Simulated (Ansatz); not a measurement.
# Nudged elastic band, with input and output: CHBrSi

The run: nudged elastic band of CHBrSi. Method and program: UKS B3LYP/def2-SVP (Ansatz 0.2.0).

It belongs to a series of runs on one base structure; here: band between the two ends. Figures and captions count atoms from 1; the log counts them from 0 in places.

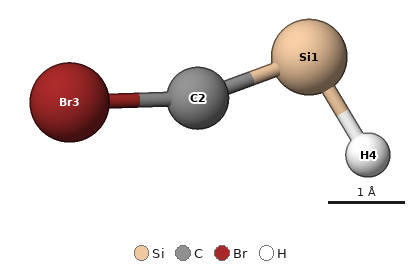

Fig. 1: The structure as given in the input (ball-and-stick view, seen at a tilt; atoms are numbered from 1 in the order of the input).

The input:
```yaml
crystal:
  periodic: [false, false, false]
  atoms:
    - { symbol: Si, position_ang: [-0.549529, 1.084218, -0.218086] }
    - { symbol: C, position_ang: [0.383102, -0.231564, 0.296367] }
    - { symbol: Br, position_ang: [1.588013, -1.245043, 1.159304] }
    - { symbol: H, position_ang: [-1.421585, 0.392389, -1.237575] }
magnetization:
  spin_polarized: true
basis:
  gaussian: { orbitals: def2-SVP }
hamiltonian:
  xc: b3lyp
neb:
  order_check: false
  images: 5
  f_tol: 0.03
  max_iterations: 60
  final_atoms:
    - { symbol: Si, position_ang: [0.01933188, 1.56752088, 0.4553242] }
    - { symbol: C, position_ang: [-0.27350725, 0.0232934, -0.25244667] }
    - { symbol: Br, position_ang: [1.08883161, -0.99942271, 0.75375316] }
    - { symbol: H, position_ang: [-0.83465525, -0.59139157, -0.95662069] }
  initial_path:
    images:
      - { positions_ang: [[-0.549529, 1.084218, -0.218086], [0.383102, -0.231564, 0.296367], [1.588013, -1.245043, 1.159304], [-1.421585, 0.392389, -1.237575]] }
      - { positions_ang: [[-0.52383281, 1.13096009, -0.18061155], [0.25499062, -0.29843251, 0.15715929], [1.53888553, -1.15929376, 1.13620307], [-1.27004234, 0.32676618, -1.11274081]] }
      - { positions_ang: [[-0.49813663, 1.17770217, -0.1431371], [0.12687925, -0.36530102, 0.01795158], [1.48975806, -1.07354451, 1.11310213], [-1.11849968, 0.26114336, -0.98790662]] }
      - { positions_ang: [[-0.47244044, 1.22444426, -0.10566264], [-0.00123213, -0.43216953, -0.12125613], [1.44063059, -0.98779527, 1.0900012], [-0.96695702, 0.19552054, -0.86307243]] }
      - { positions_ang: [[-0.30851633, 1.33880313, 0.08133297], [-0.0919905, -0.28034855, -0.16498631], [1.32336426, -0.99167108, 0.97791852], [-0.92285643, -0.0667835, -0.89425518]] }
      - { positions_ang: [[-0.14459222, 1.45316201, 0.26832858], [-0.18274888, -0.12852758, -0.20871649], [1.20609794, -0.9955469, 0.86583584], [-0.87875584, -0.32908753, -0.92543794]] }
      - { positions_ang: [[0.01933188, 1.56752088, 0.4553242], [-0.27350725, 0.0232934, -0.25244667], [1.08883161, -0.99942271, 0.75375316], [-0.83465525, -0.59139157, -0.95662069]] }
```

Run on 2 threads of Arm Neoverse V1, 24 GiB of memory available, shared host.

Command:
```bash
ansatz run input.yaml --threads 2 --pin off --max-ram 3072MiB --backend cpu --events-out ev --progress --plain --runs-dir out
```

The program's output:
```
Engine: ansatz 0.2.0, aarch64-unknown-linux-gnu
Functional definition: B3LYP
  parameter a0 = 0.2
  parameter ax = 0.72
  parameter ac = 0.81
  exchange = (1 - a0 - ax)*slater_x + ax*b88_x + a0*exact_x
  correlation = (1 - ac)*vwn_rpa_c + ac*lyp_c
717 factors; integrals over basis functions are off by at most 3.1e-4 eV
mean field evaluation 1: about -78957.2487 eV, gradient 3.2e1 eV
mean field evaluation 2: about -78930.1814 eV, gradient 6.4e1 eV
mean field evaluation 4: about -78962.2570 eV, gradient 8.0e0 eV
mean field evaluation 8: about -78962.7098 eV, gradient 1.7e-1 eV
mean field evaluation 16: about -78962.7100 eV, gradient 1.6e-5 eV
mean field -78962.70998550 eV, -2901.8260691201 hartree, gradient 1.6e-5 eV, S^2 0.000000; 2 other end points of the search recorded, 0 dependent functions left out
the calculation of the forces begins
reference -78962.71020078 eV, -2901.8260770312 hartree; 28, 28 occupied and 41, 41 virtual orbitals, 717 factors
717 factors; integrals over basis functions are off by at most 1.0e-3 eV
mean field evaluation 32: about -78964.1092 eV, gradient 1.9e-1 eV
mean field -78964.10949360 eV, -2901.8775000939 hartree, gradient 3.1e-5 eV, S^2 0.000000; 1 other end points of the search recorded, 0 dependent functions left out
[... from here on the field's lines of each further geometry are left out, up to the last ...]
NEB iter   1: max|band force component| = 4.320e0 eV/Å  barrier→ = 2.6319 eV  barrier← = 4.0314 eV  Δτ_max = 0.2000 Å  (621 SCF iters)
NEB iter   2: max|band force component| = 4.017e0 eV/Å  barrier→ = 0.8352 eV  barrier← = 2.2347 eV  Δτ_max = 0.2000 Å  (212 SCF iters)
NEB iter   3: max|band force component| = 2.475e0 eV/Å  barrier→ = 0.0248 eV  barrier← = 1.4243 eV  Δτ_max = 0.1859 Å  (178 SCF iters)
NEB iter   4: max|band force component| = 9.412e-1 eV/Å  barrier→ = 0.0059 eV  barrier← = 1.4055 eV  Δτ_max = 0.1987 Å  (177 SCF iters)
NEB iter   5: max|band force component| = 1.475e0 eV/Å  barrier→ = 0.0051 eV  barrier← = 1.4046 eV  Δτ_max = 0.1021 Å  (169 SCF iters)
NEB iter   6: max|band force component| = 4.078e-1 eV/Å  barrier→ = 0.0059 eV  barrier← = 1.4054 eV  CI = image 1  Δτ_max = 0.0604 Å  (162 SCF iters)
NEB iter   7: max|band force component| = 2.701e-1 eV/Å  barrier→ = 0.0068 eV  barrier← = 1.4063 eV  CI = image 1  Δτ_max = 0.0178 Å  (176 SCF iters)
NEB iter   8: max|band force component| = 1.263e-1 eV/Å  barrier→ = 0.0068 eV  barrier← = 1.4063 eV  CI = image 1  Δτ_max = 0.0113 Å  (159 SCF iters)
NEB iter   9: max|band force component| = 4.240e-2 eV/Å  barrier→ = 0.0068 eV  barrier← = 1.4063 eV  CI = image 1  Δτ_max = 0.0022 Å  (170 SCF iters)
the calculation of the forces begins
reference -78964.06619062 eV, -2901.8759087388 hartree; 28, 28 occupied and 41, 41 virtual orbitals, 718 factors
717 factors; integrals over basis functions are off by at most 3.2e-4 eV
mean field evaluation 608: about -78962.7031 eV, gradient 3.8e-2 eV
mean field -78962.70314712 eV, -2901.8258178139 hartree, gradient 2.9e-5 eV, S^2 0.000000; 3 other end points of the search recorded, 0 dependent functions left out
the calculation of the forces begins
reference -78962.70336083 eV, -2901.8258256680 hartree; 28, 28 occupied and 41, 41 virtual orbitals, 717 factors
NEB iter  10: max|band force component| = 2.181e-2 eV/Å  barrier→ = 0.0068 eV  barrier← = 1.4063 eV  CI = image 1  Δτ_max = 0.0000 Å  (393 SCF iters)
```

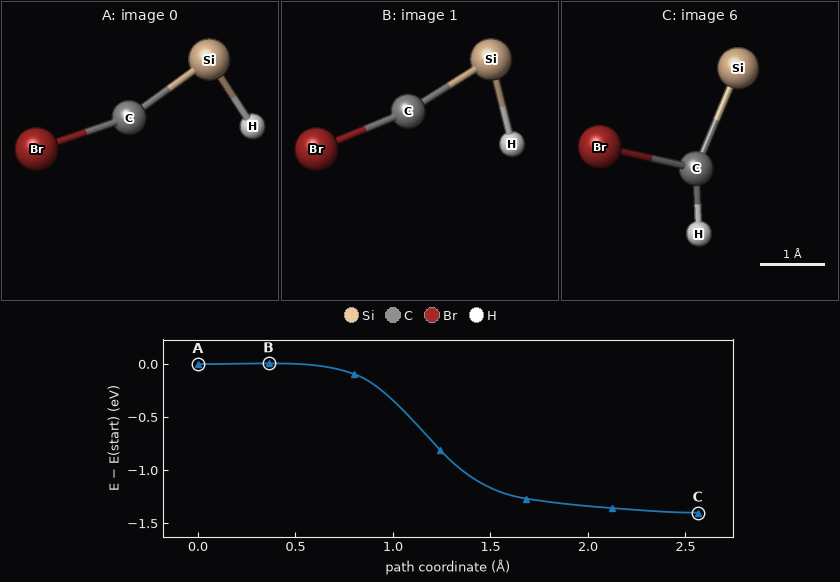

Fig. 2: Images of the last band (counted from 0; ball-and-stick, seen at a tilt) above the energy along the path; the line is a cubic interpolation that uses the forces. The highest image is number 1, 0.007 eV above the start and 1.406 eV above the end (the climbing image); the end lies 1.400 eV below the start. The path is 2.56 Å long. The band converged in 10 iterations.

```
Total energy: -78962.70336083 eV, -2901.8258256680 hartree
Atom 0 at    -0.584491     1.206438    -0.217255 Å, force    -0.000148     0.001879     0.000382 eV/Å
Atom 1 at     0.357389    -0.108222     0.308707 Å, force    -0.001586     0.001294    -0.001135 eV/Å
Atom 2 at     1.486826    -1.292296     1.049039 Å, force     0.001572    -0.001957     0.000940 eV/Å
Atom 3 at    -1.259722     0.194081    -1.140480 Å, force     0.000162    -0.001215    -0.000187 eV/Å
Dipole moment:     0.098036    -0.137989     0.054425 e Å
this run last wrote the band of iteration 10 to [file]
```

The last band as extended XYZ (Å, eV, eV/Å):
```
4
Properties=species:S:1:pos:R:3:forces:R:3 image=0 energy=-78962.70999
Si   -0.5495    1.0842   -0.2181   -0.0042  -0.0016  -0.0061
C     0.3831   -0.2316    0.2964   -0.0019   0.0014   0.0040
Br    1.5880   -1.2450    1.1593   -0.0029   0.0006  -0.0053
H    -1.4216    0.3924   -1.2376    0.0090  -0.0004   0.0074
4
Properties=species:S:1:pos:R:3:forces:R:3 image=1 energy=-78962.70315
Si   -0.5845    1.2064   -0.2173   -0.0001   0.0019   0.0004
C     0.3574   -0.1082    0.3087   -0.0016   0.0013  -0.0011
Br    1.4868   -1.2923    1.0490    0.0016  -0.0020   0.0009
H    -1.2597    0.1941   -1.1405    0.0002  -0.0012  -0.0002
4
Properties=species:S:1:pos:R:3:forces:R:3 image=2 energy=-78962.80424
Si   -0.6383    1.3263   -0.2326   -0.0606   0.1858  -0.0055
C     0.2806   -0.0101    0.2636   -0.1257   0.1531  -0.0758
Br    1.3723   -1.2973    0.9387   -0.1877  -0.0465  -0.1918
H    -1.0145   -0.0189   -0.9697    0.3741  -0.2925   0.2731
4
Properties=species:S:1:pos:R:3:forces:R:3 image=3 energy=-78963.51988
Si   -0.6684    1.4424   -0.2279   -0.0841   0.6634   0.1070
C     0.1400    0.0133    0.1366   -0.7039   0.0632  -0.6502
Br    1.2896   -1.2576    0.8711   -0.4831   0.0520  -0.4452
H    -0.7612   -0.1981   -0.7798    1.2711  -0.7786   0.9884
4
Properties=species:S:1:pos:R:3:forces:R:3 image=4 energy=-78963.97673
Si   -0.5050    1.6526   -0.0238    0.0725   0.1354   0.1057
C     0.0110    0.0164    0.0149   -0.1000   0.0116  -0.0914
Br    1.1722   -1.2584    0.7623   -0.0489   0.0632  -0.0288
H    -0.6782   -0.4106   -0.7534    0.0764  -0.2102   0.0146
4
Properties=species:S:1:pos:R:3:forces:R:3 image=5 energy=-78964.06598
Si   -0.2349    1.6922    0.2481    0.0620   0.0065   0.0607
C    -0.1327    0.0023   -0.1250   -0.0417  -0.0084  -0.0423
Br    1.1190   -1.1667    0.7352   -0.0022   0.0635   0.0157
H    -0.7514   -0.5278   -0.8583   -0.0180  -0.0616  -0.0340
4
Properties=species:S:1:pos:R:3:forces:R:3 image=6 energy=-78964.10949
Si    0.0193    1.5675    0.4553   -0.0018  -0.0032  -0.0019
C    -0.2735    0.0233   -0.2524    0.0082   0.0057   0.0072
Br    1.0888   -0.9994    0.7538   -0.0001   0.0004   0.0004
H    -0.8347   -0.5914   -0.9566   -0.0063  -0.0029  -0.0057
```

Summary:

| quantity | value |
| --- | --- |
| outcome | converged |
| barrier, forward | 0.007 eV |
| barrier, backward | 1.406 eV |
| wall time | 1.8 min (CPU time 3.5 min) |
| peak memory | 0.2 GiB |

The order of the saddle point was not checked.
